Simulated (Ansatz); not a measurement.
# CH8GeO: geometry relaxation (part 1 of 2)

CH8GeO, computed with RKS PBE-D4/def2-SVP (Ansatz 0.2.0).

The input holds or restrains some coordinates. It belongs to a series of runs on one base structure; here: pulled along the bonds that form and break, towards end A.

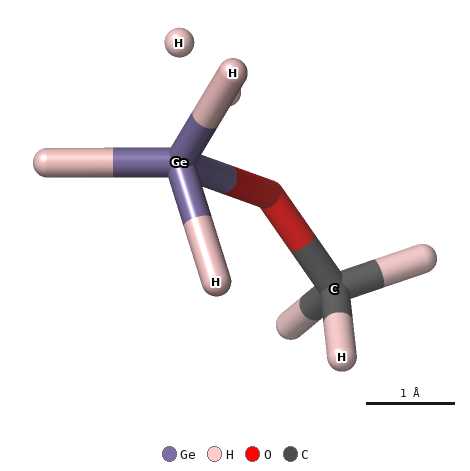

The starting structure (stick view, seen at a tilt). Sticks mark near contacts.

### Input
```yaml
crystal:
  periodic: [false, false, false]
  atoms:
    - { symbol: Ge, position_ang: [-0.59, 0.8788, -1.1621] }
    - { symbol: H, position_ang: [1.4004, 0.7689, -1.2223] }
    - { symbol: H, position_ang: [-0.6269, 0.3029, -2.5487] }
    - { symbol: H, position_ang: [-0.4654, 2.3731, -1.0822] }
    - { symbol: H, position_ang: [-1.9012, 0.511, -0.495] }
    - { symbol: H, position_ang: [1.4373, 0.1947, -0.4304] }
    - { symbol: O, position_ang: [0.5034, -0.2671, 0.321] }
    - { symbol: C, position_ang: [0.1368, -1.0398, 1.4355] }
    - { symbol: H, position_ang: [0.43, -2.083, 1.2832] }
    - { symbol: H, position_ang: [0.6217, -0.65, 2.3352] }
    - { symbol: H, position_ang: [-0.9462, -0.9895, 1.5657] }
basis:
  gaussian: { orbitals: def2-SVP }
hamiltonian:
  xc: pbe
  dispersion: d4
relax:
  f_tol: 0.15
  max_steps: 25
  restrain:
    - { distance: [0, 6], at: 3.16, k: 30.0 }
    - { distance: [5, 1], at: 1.92, k: 30.0 }
    - { distance: [0, 1], at: 1.51, k: 30.0 }
    - { distance: [5, 6], at: 0.97, k: 30.0 }
```

Hardware: 2 threads of Intel Xeon (Sapphire Rapids), 16 GiB of memory available, shared host.

Command:
```bash
ansatz run input.yaml --threads 2 --pin off --max-ram 3072MiB --backend cpu --events-out ev --progress --plain --runs-dir out
```

### Output
```
The last accepted step is kept in [file] (removed where the run ends without a failure and the disk answers)
Engine: ansatz 0.2.0, x86_64-unknown-linux-gnu
Functional definition: PBE
  parameter kappa = 0.804
  parameter beta = 0.06672455060314922
  exchange = pbe_x(kappa = kappa, mu = beta*pi^2/3)
  correlation = pbe_c(beta = beta)
1116 factors; their error is unknown
mean field evaluation 1: about -59701.1003 eV, gradient 5.6e1 eV
mean field evaluation 2: about -59646.8016 eV, gradient 1.6e2 eV
mean field evaluation 4: about -59707.4430 eV, gradient 1.3e1 eV
mean field evaluation 8: about -59707.7412 eV, gradient 1.8e-1 eV
mean field evaluation 16: about -59707.6892 eV, gradient 8.2e-5 eV
mean field -59707.68915166 eV, -2194.2171049983 hartree, gradient 2.8e-5 eV, S^2 0.000000; 0 other end points of the search recorded, 0 dependent functions left out
the calculation of the forces begins
reference -59707.68918866 eV, -2194.2171063578 hartree; 27, 27 occupied and 73, 73 virtual orbitals, 1116 factors
relax step   1: F+E_penalty+E_count = -59707.86731524 eV  Δ(F+E_penalty+E_count) = +0.000e0 eV  max|allowed force component| = 1.353e0 eV/Å  E_restraint = 32.99517128 eV  max|allowed force component, restraints' pulls added| = 2.791e1 eV/Å  Δτ_max = 0.0000 Å  (27 SCF iters, accepted)
  distance Ge 0 - O 6 = 2.1698 Å
  distance H 5 - H 1 = 0.9789 Å
  distance Ge 0 - H 1 = 1.9943 Å
  distance H 5 - O 6 = 1.2845 Å
these checks for a lower state are left out or cut short: starts, cluster_reference, orbital_swaps, neighbouring_geometries, increment
1116 factors; their error is unknown
mean field -59707.05883644 eV, -2194.1939413411 hartree, gradient 1.0e-5 eV, S^2 0.000000; 0 other end points of the search recorded, 0 dependent functions left out
[... from here on the field's lines of each further geometry are left out, up to the last ...]
relax step   2: F+E_penalty+E_count = -59707.22041936 eV  Δ(F+E_penalty+E_count) = +6.469e-1 eV  max|allowed force component| = 4.031e0 eV/Å  E_restraint = 16.04770755 eV  max|allowed force component, restraints' pulls added| = 1.899e1 eV/Å  Δτ_max = 0.1949 Å  (34 SCF iters, accepted)
relax step   3: F+E_penalty+E_count = -59707.02063884 eV  Δ(F+E_penalty+E_count) = +1.998e-1 eV  max|allowed force component| = 4.065e0 eV/Å  E_restraint = 5.15801531 eV  max|allowed force component, restraints' pulls added| = 8.297e0 eV/Å  Δτ_max = 0.1947 Å  (32 SCF iters, accepted)
relax step   4: F+E_penalty+E_count = -59707.25092953 eV  Δ(F+E_penalty+E_count) = -2.303e-1 eV  max|allowed force component| = 3.093e0 eV/Å  E_restraint = 0.60195955 eV  max|allowed force component, restraints' pulls added| = 3.957e0 eV/Å  Δτ_max = 0.1947 Å  (31 SCF iters, accepted)
relax step   5: F+E_penalty+E_count = -59707.82167671 eV  Δ(F+E_penalty+E_count) = -5.707e-1 eV  max|allowed force component| = 5.100e0 eV/Å  E_restraint = 0.07967872 eV  max|allowed force component, restraints' pulls added| = 4.374e0 eV/Å  Δτ_max = 0.1948 Å  (27 SCF iters, accepted)
relax step   6: F+E_penalty+E_count = -59708.39290495 eV  Δ(F+E_penalty+E_count) = -5.712e-1 eV  max|allowed force component| = 3.784e0 eV/Å  E_restraint = 0.04339982 eV  max|allowed force component, restraints' pulls added| = 3.188e0 eV/Å  Δτ_max = 0.2000 Å  (26 SCF iters, accepted)
relax step   7: F+E_penalty+E_count = -59708.90978225 eV  Δ(F+E_penalty+E_count) = -5.169e-1 eV  max|allowed force component| = 1.482e0 eV/Å  E_restraint = 0.03091068 eV  max|allowed force component, restraints' pulls added| = 1.139e0 eV/Å  Δτ_max = 0.1946 Å  (27 SCF iters, accepted)
relax step   8: F+E_penalty+E_count = -59709.34398938 eV  Δ(F+E_penalty+E_count) = -4.342e-1 eV  max|allowed force component| = 7.495e-1 eV/Å  E_restraint = 0.02549019 eV  max|allowed force component, restraints' pulls added| = 4.722e-1 eV/Å  Δτ_max = 0.1998 Å  (32 SCF iters, accepted)
relax step   9: F+E_penalty+E_count = -59709.49535119 eV  Δ(F+E_penalty+E_count) = -1.514e-1 eV  max|allowed force component| = 4.929e-1 eV/Å  E_restraint = 0.01128566 eV  max|allowed force component, restraints' pulls added| = 4.715e-1 eV/Å  Δτ_max = 0.1999 Å  (26 SCF iters, accepted)
relax step  10: F+E_penalty+E_count = -59709.55809091 eV  Δ(F+E_penalty+E_count) = -6.274e-2 eV  max|allowed force component| = 4.467e-1 eV/Å  E_restraint = 0.00517379 eV  max|allowed force component, restraints' pulls added| = 2.122e-1 eV/Å  Δτ_max = 0.1998 Å  (26 SCF iters, accepted)
relax step  11: F+E_penalty+E_count = -59709.59009177 eV  Δ(F+E_penalty+E_count) = -3.200e-2 eV  max|allowed force component| = 4.832e-1 eV/Å  E_restraint = 0.00474386 eV  max|allowed force component, restraints' pulls added| = 2.537e-1 eV/Å  Δτ_max = 0.1997 Å  (26 SCF iters, accepted)
relax step  12: F+E_penalty+E_count = -59709.61064882 eV  Δ(F+E_penalty+E_count) = -2.056e-2 eV  max|allowed force component| = 4.237e-1 eV/Å  E_restraint = 0.01258952 eV  max|allowed force component, restraints' pulls added| = 5.805e-1 eV/Å  Δτ_max = 0.1961 Å  (26 SCF iters, accepted)
relax step  13: F+E_penalty+E_count = -59709.64509195 eV  Δ(F+E_penalty+E_count) = -3.444e-2 eV  max|allowed force component| = 4.286e-1 eV/Å  E_restraint = 0.00431214 eV  max|allowed force component, restraints' pulls added| = 8.791e-2 eV/Å  Δτ_max = 0.1585 Å  (26 SCF iters, accepted)
relax step  14: F+E_penalty+E_count = -59709.65993597 eV  Δ(F+E_penalty+E_count) = -1.484e-2 eV  max|allowed force component| = 3.586e-1 eV/Å  E_restraint = 0.01194184 eV  max|allowed force component, restraints' pulls added| = 5.032e-1 eV/Å  Δτ_max = 0.1981 Å  (26 SCF iters, accepted)
relax step  15: F+E_penalty+E_count = -59709.66970796 eV  Δ(F+E_penalty+E_count) = -9.772e-3 eV  max|allowed force component| = 5.327e-1 eV/Å  E_restraint = 0.00394071 eV  max|allowed force component, restraints' pulls added| = 5.335e-1 eV/Å  Δτ_max = 0.2000 Å  (25 SCF iters, accepted)
relax step  16: F+E_penalty+E_count = -59709.68080554 eV  Δ(F+E_penalty+E_count) = -1.110e-2 eV  max|allowed force component| = 4.415e-1 eV/Å  E_restraint = 0.00409869 eV  max|allowed force component, restraints' pulls added| = 8.821e-2 eV/Å  Δτ_max = 0.0605 Å  (26 SCF iters, accepted)
relax step  17: F+E_penalty+E_count = -59709.68387286 eV  Δ(F+E_penalty+E_count) = -3.067e-3 eV  max|allowed force component| = 4.028e-1 eV/Å  E_restraint = 0.00504093 eV  max|allowed force component, restraints' pulls added| = 1.966e-1 eV/Å  Δτ_max = 0.1564 Å  (26 SCF iters, accepted)
the calculation of the forces begins
reference -59709.54706959 eV, -2194.2853822226 hartree; 27, 27 occupied and 73, 73 virtual orbitals, 1116 factors
relax step  18: F+E_penalty+E_count = -59709.68861557 eV  Δ(F+E_penalty+E_count) = -4.743e-3 eV  max|allowed force component| = 4.462e-1 eV/Å  E_restraint = 0.00406371 eV  max|allowed force component, restraints' pulls added| = 3.068e-2 eV/Å  Δτ_max = 0.0656 Å  (26 SCF iters, accepted)
```

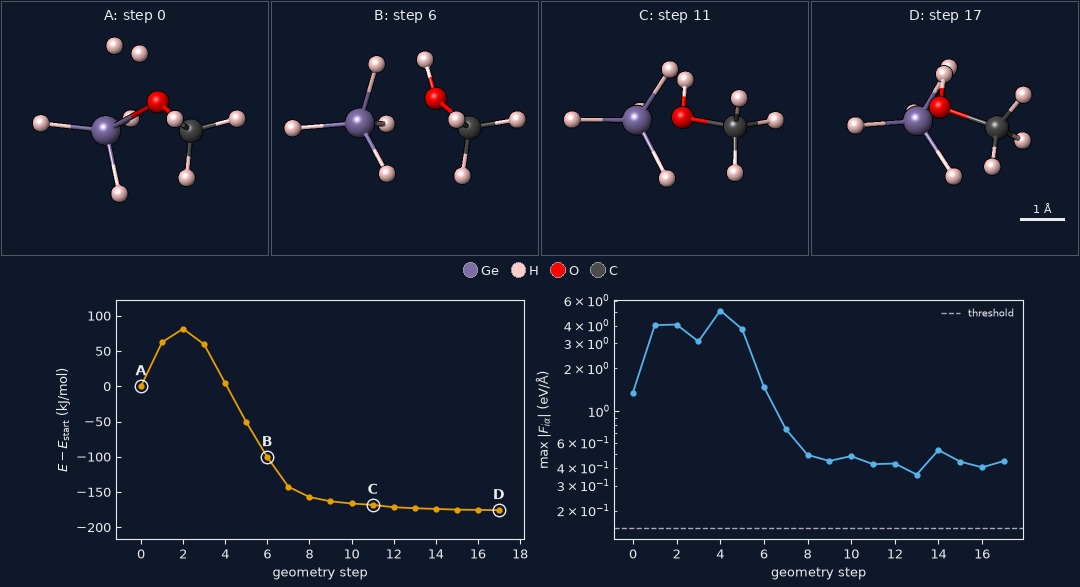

Frames of the restrained relaxation (ball-and-stick view, seen at a tilt) above the curves, on which the letters mark them (the first geometry is step 0 here and step 1 in the log).

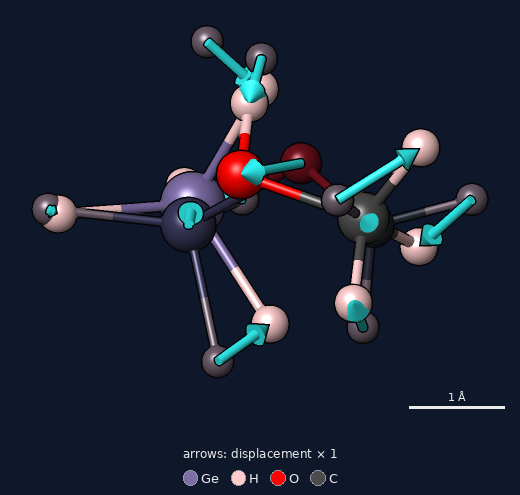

Start (faint) and end (solid) with the displacements as teal arrows, at true length (ball-and-stick view, seen at a tilt). The two geometries are laid on each other by the best rigid fit. After 17 geometry steps the energy has fallen by 175.7 kJ/mol. The largest force component goes from 1.4 to 0.45 eV/Å. The atom that moves furthest after the best rigid fit is O7 (1.11 Å). Largest moves by element: O 1.11 Å, H 1.06 Å, Ge 0.56 Å, C 0.25 Å. Distances before and after: Ge1–O7 2.170 → 3.160 Å, Ge1–H2 1.994 → 1.526 Å, H6–O7 1.285 → 0.974 Å, Ge1–H3 1.502 → 1.551 Å. New bonds form: Ge1–H2 (1.99 → 1.53 Å), H6–O7 (1.28 → 0.97 Å). Bonds break: Ge1–O7 (2.17 → 3.16 Å). Among the angles that change: H3–Ge1–H4 115.6° → 109.4°, H4–Ge1–H5 106.8° → 110.9°, O7–C8–H9 110.1° → 113.3°. (Atoms are counted from 1 in the order of the input.)

```
  distance Ge 0 - O 6 = 3.1599 Å
  distance H 5 - H 1 = 1.9224 Å
  distance Ge 0 - H 1 = 1.5259 Å
  distance H 5 - O 6 = 0.9737 Å
1116 factors; their error is unknown
mean field -59709.54703291 eV, -2194.2853808748 hartree, gradient 8.4e-6 eV, S^2 0.000000; 1 other end points of the search recorded, 0 dependent functions left out
the calculation of the forces begins
reference -59709.54706959 eV, -2194.2853822226 hartree; 27, 27 occupied and 73, 73 virtual orbitals, 1116 factors
Total energy: -59709.68865225 eV, -2194.2905852895 hartree
Atom 0 at    -0.485478     0.887848    -1.690140 Å, force    -0.446166     0.190556    -0.094992 eV/Å
Atom 1 at     0.889567     0.292386    -1.402192 Å, force     0.430193    -0.184679     0.013900 eV/Å
Atom 2 at    -0.636834     1.023076    -3.228234 Å, force    -0.002116    -0.006350    -0.000954 eV/Å
Atom 3 at    -0.596953     2.282905    -1.038214 Å, force     0.000169     0.000124    -0.000343 eV/Å
Atom 4 at    -1.578976    -0.061414    -1.148949 Å, force     0.010227     0.002969     0.000937 eV/Å
Atom 5 at     1.137193     0.347175     0.503402 Å, force     0.080829    -0.012106    -0.008086 eV/Å
Atom 6 at     0.520183     0.349180     1.256665 Å, force    -0.069485     0.016221     0.092529 eV/Å
Atom 7 at     0.257296    -0.997319     1.599320 Å, force     0.007970    -0.030676    -0.003299 eV/Å
Atom 8 at    -0.170784    -1.592815     0.756134 Å, force     0.003794     0.012739     0.007088 eV/Å
Atom 9 at     1.158928    -1.537851     1.977614 Å, force    -0.022649     0.014002    -0.006418 eV/Å
Atom 10 at    -0.494242    -0.993172     2.414493 Å, force     0.007234    -0.002800    -0.000362 eV/Å
Dipole moment:     0.108131    -0.228881    -0.093728 e Å
```

### Trajectory as extended XYZ (Å, eV, eV/Å), 18 frames, from step=1 to step=18
```
11
Properties=species:S:1:pos:R:3:forces:R:3 step=1 energy=-59707.86732
Ge   -0.5900    0.8788   -1.1621    1.3286  -1.0807   1.3526
H     1.4004    0.7689   -1.2223    0.3161  -0.0412   0.0145
H    -0.6269    0.3029   -2.5487    0.0535  -0.2961  -0.8088
H    -0.4654    2.3731   -1.0822    0.1489   0.8592   0.0055
H    -1.9012    0.5110   -0.4950   -0.6132  -0.2853   0.4700
H     1.4373    0.1947   -0.4304   -0.2045   0.3417  -0.4466
O     0.5034   -0.2671    0.3210   -0.9935   0.8495  -1.0533
C     0.1368   -1.0398    1.4355    0.3299   0.2309  -0.4031
H     0.4300   -2.0830    1.2832    0.0808  -0.6625   0.0647
H     0.6217   -0.6500    2.3352    0.1886   0.1233   0.6348
H    -0.9462   -0.9895    1.5657   -0.6351  -0.0387   0.1696
11
Properties=species:S:1:pos:R:3:forces:R:3 step=2 energy=-59707.22042
Ge   -0.5808    0.9546   -1.2691    1.3911  -1.5421   1.9822
H     1.2878    0.8675   -1.3471   -0.4311  -0.3615   0.5438
H    -0.6265    0.2976   -2.5688   -0.3131  -0.4897  -1.8001
H    -0.4629    2.3940   -1.0840   -0.1266   1.9115  -0.1175
H    -1.8955    0.5125   -0.4977    0.4836  -0.1187   0.1137
H     1.4249    0.0950   -0.2906   -1.3202  -0.7032   1.1357
O     0.6107   -0.3345    0.4039   -0.5386   2.9486  -4.0305
C     0.1394   -1.0542    1.4551    1.4239  -0.6221   0.6727
H     0.4303   -2.0926    1.2875   -0.1006  -1.0111   0.5155
H     0.6230   -0.6516    2.3459    0.0002  -0.2110   1.1689
H    -0.9504   -0.9882    1.5648   -0.4687   0.1994  -0.1844
11
Properties=species:S:1:pos:R:3:forces:R:3 step=3 energy=-59707.02064
Ge   -0.5726    1.0443   -1.3956    0.9804  -1.8884   2.5000
H     1.1398    0.9474   -1.4422   -0.7276  -0.2772   0.4628
H    -0.6358    0.2892   -2.6077   -0.6820  -0.6701  -2.5349
H    -0.4684    2.4348   -1.0883   -0.4248   2.7168  -0.1640
H    -1.8744    0.5131   -0.5009    1.2924   0.1302  -0.3256
H     1.4305   -0.0188   -0.1326   -0.4583  -0.8621   1.2385
O     0.7167   -0.3886    0.4683   -0.7157   2.9886  -4.0653
C     0.1612   -1.0692    1.4732    1.0233  -0.8132   1.0108
H     0.4280   -2.1111    1.3001   -0.1899  -1.1976   0.7705
H     0.6222   -0.6585    2.3690   -0.0964  -0.4049   1.4868
H    -0.9474   -0.9826    1.5567   -0.0014   0.2780  -0.3797
```
